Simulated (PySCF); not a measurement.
# One shape, several levels: CH4Cl2OZr (SMILES [CH3][Zr]([OH])([Cl])[Cl])

We compute a comparison of 6 runs (HF/STO-3G, HF/3-21G, HF/def2-SVPD, PBE0/def2-SVP, MP2/3-21G, CCSD(T)/3-21G) of CH4Cl2OZr. The job is set up through a Python script.

The results are computed with PySCF 2.14.0.

### 1 The molecule

The species is CH4Cl2OZr (9 atoms), meant as a singlet with charge 0. As SMILES, `[CH3][Zr]([OH])([Cl])[Cl]`. Geometry: a GFN2-xTB relaxation, a rough one for these elements and not checked as a minimum. This is one conformer, not always the lowest.

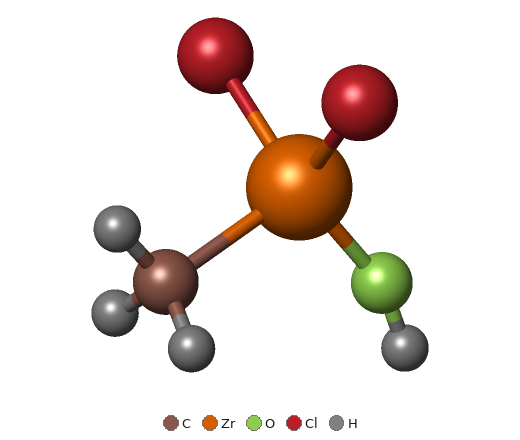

The structure, seen from a chosen angle (carbon brown, zirconium orange, oxygen green, chlorine red, hydrogen grey).

### 2 Energy and forces at HF/STO-3G (run 1)

File input.py:

```python
import pyscf.grad
from pyscf import gto, scf

molecule = gto.M(
    atom='''
C       -1.283090      -0.173370       0.254640
Zr       0.772040       0.282010      -0.441930
O        1.866230      -0.428970       0.850860
Cl       0.781500      -0.580030      -2.554360
Cl       0.690220       2.532000      -0.813010
H       -1.490660       0.213180       1.266280
H       -1.497940      -1.255300       0.250030
H       -1.984870       0.316090      -0.446580
H        2.146570      -0.905610       1.634070
''',
    basis='sto-3g',
    verbose=4,
    charge=0,
    spin=0,
    max_memory=1860,
)

calc0 = scf.RHF(molecule)
calc0.conv_tol = 1e-10
calc0.kernel()
if not calc0.converged:
    calc0 = calc0.newton().run(calc0.mo_coeff, calc0.mo_occ)

e_final = calc0.e_tot
print('E(%s) = %.9f' % ('HF', e_final))
grad = calc0.Gradients().kernel()
dip = calc0.dip_moment()
pop, q = calc0.mulliken_pop()
```

Run with:

```
$ OMP_NUM_THREADS=1 python input.py
```

Output:

```text
PySCF version 2.14.0

[... 63 lines left out ...]
converged SCF energy = -4526.15578687902
[... 12 lines left out ...]
Dipole moment(X, Y, Z, Debye):  2.33491, -2.12276,  3.84572
[... 69 lines left out ...]
charge of    8H =      0.24084
```

It took 9.9 s on 1 thread of Intel Xeon at 2.70GHz, shared host; peak memory 0.13 GiB.

### 3 Energy and forces at HF/3-21G (run 2)

File input.xyz:

```xyz
9
CH4Cl2OZr
C     -1.283090    -0.173370     0.254640
Zr     0.772040     0.282010    -0.441930
O      1.866230    -0.428970     0.850860
Cl     0.781500    -0.580030    -2.554360
Cl     0.690220     2.532000    -0.813010
H     -1.490660     0.213180     1.266280
H     -1.497940    -1.255300     0.250030
H     -1.984870     0.316090    -0.446580
H      2.146570    -0.905610     1.634070
```

File calc.py:

```python
# [CH3][Zr]([OH])([Cl])[Cl]
from pyscf import gto

mol = gto.M(
    atom='input.xyz',
    basis='3-21g',
    verbose=4,
    max_memory=1860,
)

hf = mol.RHF()
hf.conv_tol = 1e-10
hf.kernel()
if not hf.converged:
    hf = hf.newton().run(hf.mo_coeff, hf.mo_occ)

e_final = hf.e_tot
print('E(%s) = %.9f' % ('HF', e_final))
grad = hf.nuc_grad_method().kernel()
dip = hf.dip_moment()
pop, q = hf.mulliken_pop()
```

Run with:

```
$ OMP_NUM_THREADS=1 python calc.py
```

Output:

```text
PySCF version 2.14.0

[... 67 lines left out ...]
converged SCF energy = -4551.31267368424
[... 12 lines left out ...]
Dipole moment(X, Y, Z, Debye):  1.07155, -2.67019,  4.67790
[... 98 lines left out ...]
charge of    8H =      0.45747
```

It took 9.9 s on 1 thread of Intel Xeon at 2.70GHz, shared host; peak memory 0.18 GiB.

Runs 3 to 5 aren't shown in full; the table further down has their settings and results.

### 4 A single-point energy at CCSD(T)/3-21G (run 6)

File calc.py:

```python
from pyscf import gto, cc

mol = gto.Mole()
mol.atom = '''
C     -2.424689    -0.327622     0.481200
Zr     1.458944     0.532922    -0.835127
O      3.526664    -0.810636     1.607892
Cl     1.476821    -1.096098    -4.827041
Cl     1.304327     4.784787    -1.536366
H     -2.816939     0.402852     2.392922
H     -2.830696    -2.372173     0.472488
H     -3.750861     0.597324    -0.843914
H      4.056429    -1.711355     3.087945
'''
mol.charge = 0
mol.unit = 'bohr'
mol.spin = 0
mol.basis = '3-21g'
mol.verbose = 4
mol.max_memory = 1860
mol.build()

hf = mol.RHF()
hf.conv_tol = 1e-10
hf.kernel()
if not hf.converged:
    hf = hf.newton().run(hf.mo_coeff, hf.mo_occ)

mycc = cc.CCSD(hf, frozen=26)
mycc.kernel()
e_t = mycc.ccsd_t()
e_final = mycc.e_tot + e_t
print('E(%s) = %.9f' % ('CCSD(T)', e_final))
dip = hf.dip_moment()
pop, q = hf.mulliken_pop()
```

Run with:

```
$ OMP_NUM_THREADS=1 python calc.py
```

Output:

```text
PySCF version 2.14.0

[... 67 lines left out ...]
converged SCF energy = -4551.31267371389
[... 12 lines left out ...]
Init t2, MP2 energy = -4551.80312562338  E_corr(MP2) -0.490451909490376
[... 14 lines left out ...]
CCSD converged
[... 3 lines left out ...]
Dipole moment(X, Y, Z, Debye):  1.07155, -2.67019,  4.67790
[... 98 lines left out ...]
charge of    8H =      0.45747
```

Wall time 28 s (1 thread of Intel Xeon at 2.70GHz, shared host); peak memory 0.34 GiB.

### 5 The series

| run | level | core potential | integration grid | energy (Eh) | dipole moment (D) of the reference | HOMO energy (eV) | LUMO energy (eV) | wall time |
| --- | --- | --- | --- | --- | --- | --- | --- | --- |
| 1 | HF/STO-3G | – | – | -4526.155787 | 4.97 | -8.98 | 5.91 | 9.9 s |
| 2 | HF/3-21G | – | – | -4551.312674 | 5.49 | -11.36 | 1.15 | 9.9 s |
| 3 | HF/def2-SVPD (core potential) | def2-svp | – | -1080.453503 | 3.74 | -11.06 | 1.10 | 53 s |
| 4 | PBE0/def2-SVP (core potential) | def2-svp | 5 | -1082.590925 | 3.71 | -7.86 | -1.33 | 79 s |
| 5 | MP2/3-21G | – | – | -4551.803126 | 5.49 | -11.36 | 1.15 | 19 s |
| 6 | CCSD(T)/3-21G | – | – | -4551.847228 | 5.49 | -11.36 | 1.15 | 28 s |

### 6 What came out

```
                                           quantity           value
                                run 6: total energy  -4551.84723 Eh
        run 6: dipole moment (Hartree–Fock density)          5.49 D
         run 6: HOMO energy (Hartree–Fock orbitals)       -11.36 eV
         run 6: LUMO energy (Hartree–Fock orbitals)         1.15 eV
       run 6: HOMO–LUMO gap (Hartree–Fock orbitals)        12.51 eV
run 6: correlation energy (26 core orbitals frozen)      -534.6 mEh
                              run 6: (T) correction      -17.46 mEh
                               run 6: T1 diagnostic           0.015
```

What this shows: Below the HF energy at the same shape and in the same basis (3-21G): MP2 -490.5 mEh; CCSD(T) -534.6 mEh. Over runs 1, 2, 3, 4 the dipole moment (its size) runs from 3.71 D (PBE0/def2-SVP) to 5.49 D (HF/3-21G). The two ends differ in method and basis and core potential. Over runs 1, 2, 3, 4 the HOMO–LUMO gap runs from 6.53 eV (PBE0/def2-SVP) to 14.89 eV (HF/STO-3G). Some runs of one species differ in core potentials or relativity; totals across that change don't compare. In run 1 the basis is minimal, so the values are rough. In runs 1, 2, 5, 6 relativity is left out where basis or elements ask for it. All runs together took 3.3 min, the longest 79 s.
